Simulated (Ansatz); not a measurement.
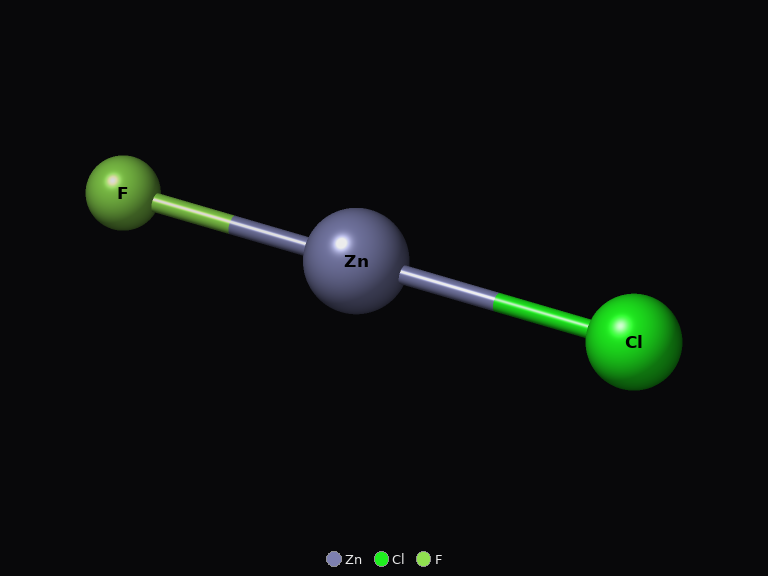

The species is neutral and a spin singlet. The computed structure is the end point of a PBE0-D4/def2-TZVP optimisation.

### Describe the coordination sphere.

Zn binds 2 atoms: 1 Cl at 2.07 Å, 1 F at 1.74 Å. The arrangement is linear.

### Give the formal oxidation state and the d-electron count.

Zn(II), d¹⁰, counting the ligands as closed-shell ions or neutral donors.
